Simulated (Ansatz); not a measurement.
# Os(0001) with 2 thermally displaced layers, 2x2: scattering by thermal displacements, part 2 of 2

Wanted: the phonon-limited resistivity of Os at 180 K by the Landauer route.

Ansatz 0.2.0; Ansatz plane-wave DFT, PBE, PAW files; ballistic transport by layer matching (Landauer), zero bias; PAW set soft_1.

So far. Step 2 (With 2 displaced layers): Over the solved energies the transmission per spin lies between 4.46 and 4.67, out of 4.61 channels of the lead on average (up to 4.74).

## Step 3: With 6 displaced layers

System of this step: Os(0001) with 6 thermally displaced layers, 2x2. The cell holds 64 atoms: 64 Os. Cell: a = 5.468 Å, b = 5.468 Å, c = 34.558 Å, α = 90.0°, β = 90.0°, γ = 120.0°. It derives from Os. Regions: lead, 40 atoms (40 Os); scattering region, 24 atoms (24 Os). The structure is stacked along c, and the current runs across the ab planes.

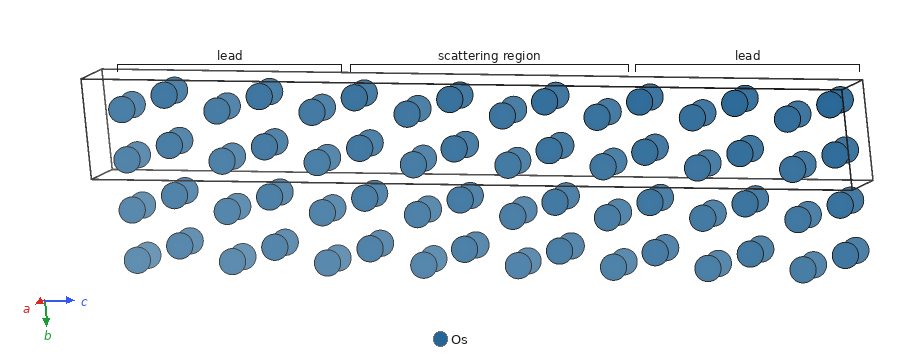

The cell of this step (osmium blue). 1×2×1 cells are drawn.

The input, input.yaml:

```yaml
crystal:
  lattice:
    - [5.4682, 0.0, 0.0]
    - [-2.7341, 4.735600113, 0.0]
    - [0.0, 0.0, 34.5576]
  atoms:
    - { symbol: Os, position: [0.1666666667, 0.3333333333, 0.03125] }
    - { symbol: Os, position: [0.1666666667, 0.8333333333, 0.03125] }
    - { symbol: Os, position: [0.6666666667, 0.3333333333, 0.03125] }
    - { symbol: Os, position: [0.6666666667, 0.8333333333, 0.03125] }
    - { symbol: Os, position: [0.3333333333, 0.1666666667, 0.09375] }
    - { symbol: Os, position: [0.3333333333, 0.6666666667, 0.09375] }
    - { symbol: Os, position: [0.8333333333, 0.1666666667, 0.09375] }
    - { symbol: Os, position: [0.8333333333, 0.6666666667, 0.09375] }
    - { symbol: Os, position: [0.1666666667, 0.3333333333, 0.15625] }
    - { symbol: Os, position: [0.1666666667, 0.8333333333, 0.15625] }
    - { symbol: Os, position: [0.6666666667, 0.3333333333, 0.15625] }
    - { symbol: Os, position: [0.6666666667, 0.8333333333, 0.15625] }
    - { symbol: Os, position: [0.3333333333, 0.1666666667, 0.21875] }
    - { symbol: Os, position: [0.3333333333, 0.6666666667, 0.21875] }
    - { symbol: Os, position: [0.8333333333, 0.1666666667, 0.21875] }
    - { symbol: Os, position: [0.8333333333, 0.6666666667, 0.21875] }
    - { symbol: Os, position: [0.1666666667, 0.3333333333, 0.28125] }
    - { symbol: Os, position: [0.1666666667, 0.8333333333, 0.28125] }
    - { symbol: Os, position: [0.6666666667, 0.3333333333, 0.28125] }
    - { symbol: Os, position: [0.6666666667, 0.8333333333, 0.28125] }
    - { symbol: Os, position: [0.3378356696, 0.1671769843, 0.3431969455] }
    - { symbol: Os, position: [0.327758025, 0.6641820387, 0.3439137929] }
    - { symbol: Os, position: [0.8280194348, 0.1655312195, 0.3436315599] }
    - { symbol: Os, position: [0.8364584334, 0.6678318796, 0.3440143452] }
    - { symbol: Os, position: [0.1632412599, 0.3326297644, 0.4068331629] }
    - { symbol: Os, position: [0.1702699965, 0.8264988722, 0.4073761375] }
    - { symbol: Os, position: [0.6751141313, 0.3375744489, 0.4064467162] }
    - { symbol: Os, position: [0.6691481429, 0.8412477631, 0.407708145] }
    - { symbol: Os, position: [0.3453720712, 0.1738053146, 0.4690158387] }
    - { symbol: Os, position: [0.3276409865, 0.6666424887, 0.4692383212] }
    - { symbol: Os, position: [0.8283491984, 0.1688114687, 0.4690697556] }
    - { symbol: Os, position: [0.8333915871, 0.660239036, 0.4682577902] }
    - { symbol: Os, position: [0.1614400418, 0.3269834131, 0.5325438348] }
    - { symbol: Os, position: [0.1652282667, 0.8351190467, 0.5310576599] }
    - { symbol: Os, position: [0.6776941023, 0.3405005186, 0.5317211215] }
    - { symbol: Os, position: [0.6564492662, 0.8336157571, 0.5317585623] }
    - { symbol: Os, position: [0.3363758549, 0.1633125428, 0.5951053095] }
    - { symbol: Os, position: [0.3253305862, 0.6630757594, 0.5944455402] }
    - { symbol: Os, position: [0.8389986321, 0.1775360567, 0.5938902307] }
    - { symbol: Os, position: [0.8293319677, 0.664617176, 0.5929383472] }
    - { symbol: Os, position: [0.1623713433, 0.3367553338, 0.6566823022] }
    - { symbol: Os, position: [0.1707042601, 0.8292371812, 0.6575064484] }
    - { symbol: Os, position: [0.669588771, 0.3418795384, 0.6559280707] }
    - { symbol: Os, position: [0.6638871316, 0.8346892186, 0.65701725] }
    - { symbol: Os, position: [0.3333333333, 0.1666666667, 0.71875] }
    - { symbol: Os, position: [0.3333333333, 0.6666666667, 0.71875] }
    - { symbol: Os, position: [0.8333333333, 0.1666666667, 0.71875] }
    - { symbol: Os, position: [0.8333333333, 0.6666666667, 0.71875] }
    - { symbol: Os, position: [0.1666666667, 0.3333333333, 0.78125] }
    - { symbol: Os, position: [0.1666666667, 0.8333333333, 0.78125] }
    - { symbol: Os, position: [0.6666666667, 0.3333333333, 0.78125] }
    - { symbol: Os, position: [0.6666666667, 0.8333333333, 0.78125] }
    - { symbol: Os, position: [0.3333333333, 0.1666666667, 0.84375] }
    - { symbol: Os, position: [0.3333333333, 0.6666666667, 0.84375] }
    - { symbol: Os, position: [0.8333333333, 0.1666666667, 0.84375] }
    - { symbol: Os, position: [0.8333333333, 0.6666666667, 0.84375] }
    - { symbol: Os, position: [0.1666666667, 0.3333333333, 0.90625] }
    - { symbol: Os, position: [0.1666666667, 0.8333333333, 0.90625] }
    - { symbol: Os, position: [0.6666666667, 0.3333333333, 0.90625] }
    - { symbol: Os, position: [0.6666666667, 0.8333333333, 0.90625] }
    - { symbol: Os, position: [0.3333333333, 0.1666666667, 0.96875] }
    - { symbol: Os, position: [0.3333333333, 0.6666666667, 0.96875] }
    - { symbol: Os, position: [0.8333333333, 0.1666666667, 0.96875] }
    - { symbol: Os, position: [0.8333333333, 0.6666666667, 0.96875] }
kpoints:
  mp_grid: { grid: [5, 5, 1] }
hamiltonian:
  xc: pbe
  pseudopotentials: { kind: paw, azcp: { folder: soft_1 } }
scf:
  occupations: { method: fermi_dirac, width: 0.1 }
output:
  transmission:
    leads: [[0, 8]]
    kmesh: [10, 10]
    e_range: [-0.05, 0.05]
    de: 0.05
  write_potential: true
  write_density: true
  volumetric_format: npy
```

Command:

```
$ ansatz run input.yaml --threads 4 --pin off --max-ram 15360MiB --backend cpu --events-out ev --progress --plain --runs-dir out
```

Numbers of over 12 decimals in the logs are rounded to 6 here.

Output:

```text
[...]
Crystal: 64 atoms, lattice volume = 894.876 Å³
Basis set: ecut = 420 eV, 17377 PW (Γ)
Bands: 615, of which v1, the nominal top of the filled ones, is band 512 counted from 1 (511 counted from 0)
Symmetry: 1 space group operations
[...]
k-points: 13 of 25 (time reversal used)
[...]
SCF iter   1: F=—  HF=-728707.884652 eV  |F-HF|=—  |Δ(HF+E_count)|=         —  Δρ=6.03e-2  dr2=2.78e1  ethr=3.10e-3  ⟨swp⟩=5.2  Hψ=26400  notcnv=0  defer=48
[...]
SCF iter   8: F=-728698.228389 eV  HF=-728698.228389 eV  |F-HF|=2.27e-8  |Δ(HF+E_count)|=   8.61e-9  Δρ=7.88e-7  dr2=2.52e-8  ethr=9.77e-12  ⟨swp⟩=7.2  Hψ=16775  notcnv=0
SCF 1 converged in 8 iterations: F = -728698.228389 eV  dr2 = 2.52e-8
[...]
transmission: 334 of 3328 steps passed
transmission: 666 of 3328 steps passed
[...]
transmission: 3328 of 3328 steps passed
SCF converged after 8 iterations
Free energy (F): -728698.228389 eV
[...]
Internal energy: -728696.701323 eV  (E = F + TS)
E sigma→0 (E₀):  -728697.464856 eV
Entropy (-TS):   -1.527066 eV (-23.860 meV/atom)
Fermi energy:    26.081858 eV
[...]
--- Band table (eV; the first three rows and the last of 13) ---
  k-point 0: bands = [... 508 lower, 26.7841, 26.7852, 26.7879, 26.9183, 26.9248, 26.9466, 26.9581, 27.1378, ... 99 higher]
  k-point 1: bands = [... 508 lower, 26.1113, 26.2427, 26.2561, 26.8224, 26.8372, 26.8445, 26.8612, 26.8664, ... 99 higher]
  k-point 2: bands = [... 508 lower, 25.7556, 25.8516, 25.9074, 25.9203, 26.0179, 26.0452, 26.0661, 26.1035, ... 99 higher]
  k-point 12: bands = [... 508 lower, 26.0064, 26.0198, 26.0304, 26.0523, 26.0604, 26.1972, 26.2040, 26.2113, ... 99 higher]
--- Transmission ---
  basis      : 223 plane waves across, 64 finite elements along
  points     : 52, standing for a mesh of 10 x 10
[...]
channels       : 4.550000e0 a spin
[...]
junction   : crystal 0 to crystal 0, 0.70 to 30.94 Å
    transmission   : 4.343644e0 a spin
[...]
```

The job ended after 8.7 min (4 threads of AMD EPYC 9R14 (Zen 4), shared host; peak memory 10 GiB).

Numbers from this step:

- free energy: -728698.2284 eV
- energy at zero smearing: -728697.4649 eV
- Fermi energy: 26.08 eV
- transmission per spin nearest the Fermi level: 4.344
- step of the lead's potential: 2.3 meV

Per spin. Transmission, zone mean against energy, zero at the Fermi level:

```
energy (eV)  transmission, zone mean
    -0.0500                     4.32
     0.0000                     4.34
     0.0500                     4.33
```

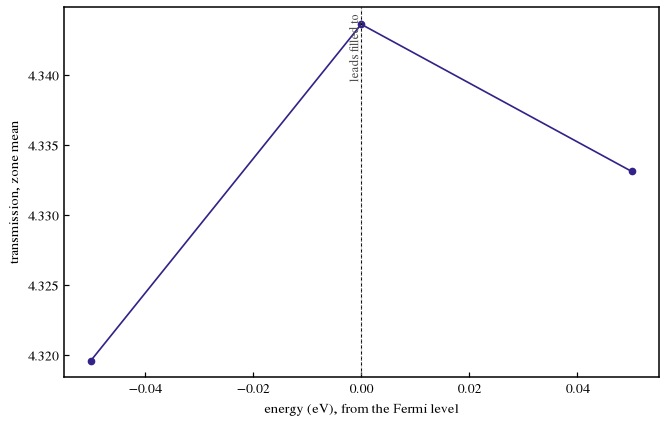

Transmission, zone mean, plotted against energy.

Over the solved energies the transmission per spin lies between 4.32 and 4.34, out of 4.53 channels of the lead on average (up to 4.55).

## Step 4: With 10 displaced layers

System of this step: Os(0001) with 10 thermally displaced layers, 2x2. The cell holds 80 atoms: 80 Os. Its edges and angles: a = 5.468 Å, b = 5.468 Å, c = 43.197 Å, α = 90.0°, β = 90.0°, γ = 120.0°. It derives from Os. Regions: lead, 40 atoms (40 Os); scattering region, 40 atoms (40 Os). The structure is stacked along c, and the current runs across the ab planes.

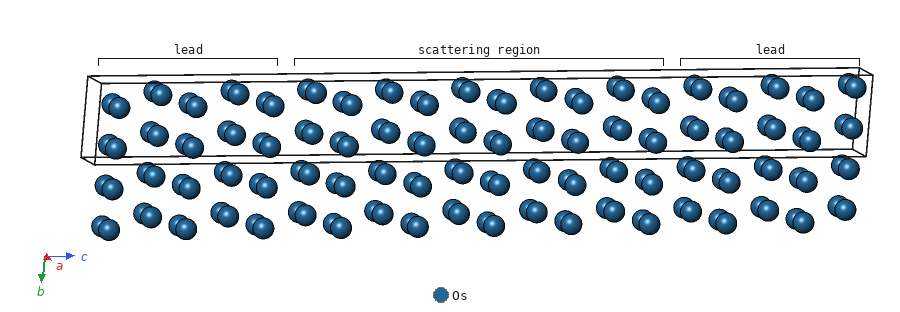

The cell of this step (osmium blue). 1×2×1 cells are drawn.

The input, input.yaml:

```yaml
crystal:
  lattice:
    - [5.4682, 0.0, 0.0]
    - [-2.7341, 4.735600113, 0.0]
    - [0.0, 0.0, 43.197]
  atoms:
    - { symbol: Os, position: [0.1666666667, 0.3333333333, 0.025] }
    - { symbol: Os, position: [0.1666666667, 0.8333333333, 0.025] }
    - { symbol: Os, position: [0.6666666667, 0.3333333333, 0.025] }
    - { symbol: Os, position: [0.6666666667, 0.8333333333, 0.025] }
    - { symbol: Os, position: [0.3333333333, 0.1666666667, 0.075] }
    - { symbol: Os, position: [0.3333333333, 0.6666666667, 0.075] }
    - { symbol: Os, position: [0.8333333333, 0.1666666667, 0.075] }
    - { symbol: Os, position: [0.8333333333, 0.6666666667, 0.075] }
    - { symbol: Os, position: [0.1666666667, 0.3333333333, 0.125] }
    - { symbol: Os, position: [0.1666666667, 0.8333333333, 0.125] }
    - { symbol: Os, position: [0.6666666667, 0.3333333333, 0.125] }
    - { symbol: Os, position: [0.6666666667, 0.8333333333, 0.125] }
    - { symbol: Os, position: [0.3333333333, 0.1666666667, 0.175] }
    - { symbol: Os, position: [0.3333333333, 0.6666666667, 0.175] }
    - { symbol: Os, position: [0.8333333333, 0.1666666667, 0.175] }
    - { symbol: Os, position: [0.8333333333, 0.6666666667, 0.175] }
    - { symbol: Os, position: [0.1666666667, 0.3333333333, 0.225] }
    - { symbol: Os, position: [0.1666666667, 0.8333333333, 0.225] }
    - { symbol: Os, position: [0.6666666667, 0.3333333333, 0.225] }
    - { symbol: Os, position: [0.6666666667, 0.8333333333, 0.225] }
    - { symbol: Os, position: [0.3325010488, 0.1634882983, 0.2742018632] }
    - { symbol: Os, position: [0.3281091744, 0.6693953304, 0.2755889612] }
    - { symbol: Os, position: [0.8296450566, 0.1608347979, 0.2755195323] }
    - { symbol: Os, position: [0.8253789137, 0.6627959895, 0.275369557] }
    - { symbol: Os, position: [0.1571374885, 0.3354306253, 0.3246538756] }
    - { symbol: Os, position: [0.1669749246, 0.8329224102, 0.3251202748] }
    - { symbol: Os, position: [0.6678716495, 0.3292167497, 0.3258456019] }
    - { symbol: Os, position: [0.6723699801, 0.8379132841, 0.3256931905] }
    - { symbol: Os, position: [0.3393266687, 0.1712484957, 0.3750449845] }
    - { symbol: Os, position: [0.3262596002, 0.6659336147, 0.3745420751] }
    - { symbol: Os, position: [0.8273465478, 0.1680696004, 0.374661666] }
    - { symbol: Os, position: [0.8256614537, 0.6610050468, 0.3751597304] }
    - { symbol: Os, position: [0.1719420519, 0.3405118987, 0.4249917196] }
    - { symbol: Os, position: [0.1753702018, 0.8409451091, 0.4256844438] }
    - { symbol: Os, position: [0.6588822384, 0.3400028759, 0.425202102] }
    - { symbol: Os, position: [0.6696663475, 0.8353484305, 0.4252277722] }
    - { symbol: Os, position: [0.33386076, 0.164718413, 0.4738683696] }
    - { symbol: Os, position: [0.3306399204, 0.6623038484, 0.4756427866] }
    - { symbol: Os, position: [0.832202414, 0.1671197877, 0.4744944141] }
    - { symbol: Os, position: [0.8309016155, 0.6666040629, 0.4741160788] }
    - { symbol: Os, position: [0.1677922847, 0.3327575518, 0.5242943986] }
    - { symbol: Os, position: [0.1567851445, 0.8361182836, 0.5248229129] }
    - { symbol: Os, position: [0.6635341708, 0.3320514385, 0.5260809535] }
    - { symbol: Os, position: [0.6666676477, 0.8338035201, 0.5241150685] }
    - { symbol: Os, position: [0.3435675635, 0.1716469761, 0.5756349146] }
    - { symbol: Os, position: [0.3360453343, 0.6716424534, 0.5752207441] }
    - { symbol: Os, position: [0.8358028438, 0.1658405327, 0.5741229147] }
    - { symbol: Os, position: [0.8329182615, 0.6561633163, 0.5748572178] }
    - { symbol: Os, position: [0.1628747872, 0.3276724786, 0.625364859] }
    - { symbol: Os, position: [0.1645392201, 0.8309619241, 0.6253093489] }
    - { symbol: Os, position: [0.668196119, 0.3408729962, 0.6252091449] }
    - { symbol: Os, position: [0.6591599153, 0.8227794717, 0.6242217786] }
    - { symbol: Os, position: [0.3383051371, 0.1663919776, 0.6748315171] }
    - { symbol: Os, position: [0.3375769547, 0.6597041884, 0.6746514851] }
    - { symbol: Os, position: [0.8327030959, 0.1698494235, 0.6746051416] }
    - { symbol: Os, position: [0.8260931434, 0.6579535926, 0.6754340233] }
    - { symbol: Os, position: [0.1691633613, 0.3307474645, 0.7250972008] }
    - { symbol: Os, position: [0.1593094403, 0.8307722366, 0.7258199949] }
    - { symbol: Os, position: [0.6735752905, 0.3458744514, 0.7245315552] }
    - { symbol: Os, position: [0.6688639381, 0.8322720883, 0.7253367085] }
    - { symbol: Os, position: [0.3333333333, 0.1666666667, 0.775] }
    - { symbol: Os, position: [0.3333333333, 0.6666666667, 0.775] }
    - { symbol: Os, position: [0.8333333333, 0.1666666667, 0.775] }
    - { symbol: Os, position: [0.8333333333, 0.6666666667, 0.775] }
    - { symbol: Os, position: [0.1666666667, 0.3333333333, 0.825] }
    - { symbol: Os, position: [0.1666666667, 0.8333333333, 0.825] }
    - { symbol: Os, position: [0.6666666667, 0.3333333333, 0.825] }
    - { symbol: Os, position: [0.6666666667, 0.8333333333, 0.825] }
    - { symbol: Os, position: [0.3333333333, 0.1666666667, 0.875] }
    - { symbol: Os, position: [0.3333333333, 0.6666666667, 0.875] }
    - { symbol: Os, position: [0.8333333333, 0.1666666667, 0.875] }
    - { symbol: Os, position: [0.8333333333, 0.6666666667, 0.875] }
    - { symbol: Os, position: [0.1666666667, 0.3333333333, 0.925] }
    - { symbol: Os, position: [0.1666666667, 0.8333333333, 0.925] }
    - { symbol: Os, position: [0.6666666667, 0.3333333333, 0.925] }
    - { symbol: Os, position: [0.6666666667, 0.8333333333, 0.925] }
    - { symbol: Os, position: [0.3333333333, 0.1666666667, 0.975] }
    - { symbol: Os, position: [0.3333333333, 0.6666666667, 0.975] }
    - { symbol: Os, position: [0.8333333333, 0.1666666667, 0.975] }
    - { symbol: Os, position: [0.8333333333, 0.6666666667, 0.975] }
kpoints:
  mp_grid: { grid: [5, 5, 1] }
hamiltonian:
  xc: pbe
  pseudopotentials: { kind: paw, azcp: { folder: soft_1 } }
scf:
  occupations: { method: fermi_dirac, width: 0.1 }
output:
  transmission:
    leads: [[0, 8]]
    kmesh: [10, 10]
    e_range: [-0.05, 0.05]
    de: 0.05
  write_potential: true
  write_density: true
  volumetric_format: npy
```

Output:

```text
[...]
Crystal: 80 atoms, lattice volume = 1118.595 Å³
Basis set: ecut = 420 eV, 21739 PW (Γ)
Bands: 768, of which v1, the nominal top of the filled ones, is band 640 counted from 1 (639 counted from 0)
Symmetry: 1 space group operations
[...]
k-points: 13 of 25 (time reversal used)
[...]
SCF iter   1: F=—  HF=-910884.660786 eV  |F-HF|=—  |Δ(HF+E_count)|=         —  Δρ=6.03e-2  dr2=3.47e1  ethr=3.10e-3  ⟨swp⟩=5.2  Hψ=32980  notcnv=0  defer=63
[...]
SCF iter   8: F=-910872.622416 eV  HF=-910872.622416 eV  |F-HF|=1.93e-8  |Δ(HF+E_count)|=   1.40e-9  Δρ=8.85e-7  dr2=2.37e-8  ethr=7.81e-12  ⟨swp⟩=7.2  Hψ=21214  notcnv=0
SCF 1 converged in 8 iterations: F = -910872.622416 eV  dr2 = 2.37e-8
[...]
transmission: 417 of 4160 steps passed
transmission: 832 of 4160 steps passed
[...]
transmission: 4160 of 4160 steps passed
SCF converged after 8 iterations
Free energy (F): -910872.622416 eV
[...]
Internal energy: -910870.883765 eV  (E = F + TS)
E sigma→0 (E₀):  -910871.753091 eV
Entropy (-TS):   -1.738651 eV (-21.733 meV/atom)
Fermi energy:    26.071074 eV
[...]
--- Band table (eV; the first three rows and the last of 13) ---
  k-point 0: bands = [... 636 lower, 26.7018, 26.7047, 26.7137, 26.7241, 26.7315, 26.7559, 26.7657, 26.9156, ... 124 higher]
  k-point 1: bands = [... 636 lower, 26.4157, 26.4270, 26.4415, 26.4536, 26.4625, 26.4760, 26.4917, 26.8641, ... 124 higher]
  k-point 2: bands = [... 636 lower, 25.8900, 25.8987, 25.9098, 25.9131, 25.9284, 25.9371, 25.9812, 25.9949, ... 124 higher]
  k-point 12: bands = [... 636 lower, 25.9170, 26.0817, 26.1008, 26.1130, 26.1241, 26.1429, 26.1480, 26.1707, ... 124 higher]
--- Transmission ---
  basis      : 223 plane waves across, 80 finite elements along
  points     : 52, standing for a mesh of 10 x 10
[...]
channels       : 4.550000e0 a spin
[...]
junction   : crystal 0 to crystal 0, 1.46 to 40.34 Å
    transmission   : 4.147087e0 a spin
[...]
```

Wall time 14 min (4 threads); peak memory 8.7 GiB.

Numbers from this step:

```yaml
free_energy: -910872.6224 eV
energy_at_zero_smearing: -910871.7531 eV
fermi_energy: 26.07 eV
transmission_per_spin_nearest_the_fermi_level: 4.147
step_of_the_lead_s_potential: 1.2 meV
```

Per spin. The transmission, zone mean by energy, zero at the Fermi level:

```
energy (eV)  transmission, zone mean
    -0.0500                     4.10
     0.0000                     4.15
     0.0500                     4.14
```

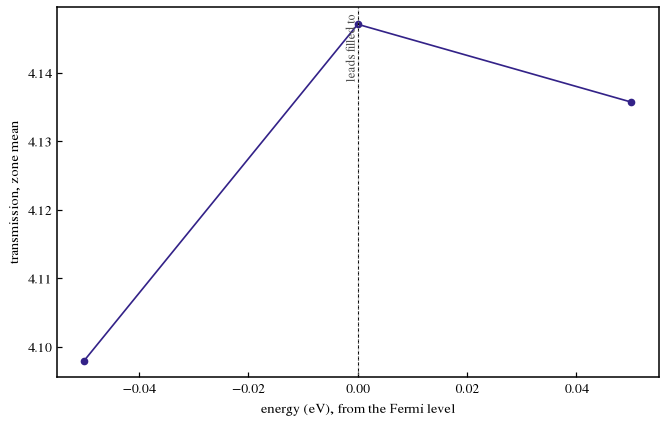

Transmission, zone mean, plotted against energy.

Over the solved energies the transmission per spin lies between 4.10 and 4.15, out of 4.53 channels of the lead on average (up to 4.55).

## Step 5: The fit

This step: Ansatz plane-wave DFT, PBE, PAW files; ballistic transport by layer matching (Landauer), zero bias; resistivity from the slope of the area resistance; PAW set soft_1 (Ansatz 0.2.0).

This step gave:

* resistivity: 3.478 µΩ cm
* intercept: -0.005295 fΩ m²
* scatter about the fit: 0.003917 fΩ m²

Resistance, by row:

```
run  length (Å)      T  channels N  RA (fΩ m²)
 n2        4.32  4.535       4.613      0.0125
 n6       12.96  4.332       4.533     0.03424
n10        21.6  4.127       4.533      0.0726
```

The area resistance by length of the displaced region:

```
length of the displaced region (Å)  area resistance (fΩ m²)
                              4.32                   0.0125
                             12.96                   0.0342
                             21.60                   0.0726
```

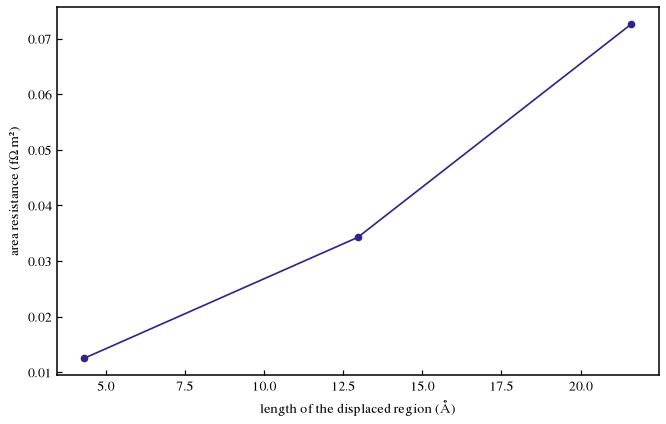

Area resistance, plotted against length of the displaced region.

The area resistance goes from 0.012 to 0.073 fΩ m² between 4.3 and 21.6 Å, a slope of 3.5 µΩ cm.

By hand from the end points: (0.07260 − 0.01250) fΩ m² / (21.60 − 4.32) Å = 3.5 µΩ cm, since 1 fΩ m² per Å is 1000 µΩ cm.

## Step 6: Summary of results

```json
{"resistivity from the slope": "3.48 µΩ cm", "area resistance over 4.32 Å": "0.0125 fΩ m²", "area resistance over 13.0 Å": "0.0342 fΩ m²", "area resistance over 21.6 Å": "0.0726 fΩ m²"}
```

What this shows: The slope gives 3.5 µΩ cm. The points scatter by 0.0039 fΩ m² about the line, with one random draw a length in a 2x2 cell, so the slope is a rough value. The mean square of the displacements drawn is 0.73, 0.99 and 0.93 of the nominal one at the three lengths; with each resistance scaled back by that, the slope is 3.6 µΩ cm, the value used below. The lead's own channel count moves between the runs (4.61, 4.53 and 4.53), which shifts RA and the slope too. Read with a model of isotropic scattering on a spherical Fermi surface and the lead's 1.4×10¹⁵ S/m², this slope means a mean free path near 183 Å; over these lengths the model's slope is 1.20 times its bulk resistivity, which would be 3.0 µΩ cm. Uncorrelated displacements put too much weight on short waves, which scatter strongly; with the sideways repeat of a small cell, one draw and three short lengths, the method is good to a factor of two or three. Spin-orbit coupling is left out, which matters for Os.

[Logs are printed without paths, hosts, clocks, repeated set-up lines and the standing remarks that a program may print on its own settings, such as how far it seeks lower states.]

[Hosts, paths, dates, database ids (printed as entryN), source tags and the programs' standing remarks are cut or masked in the printed files.]
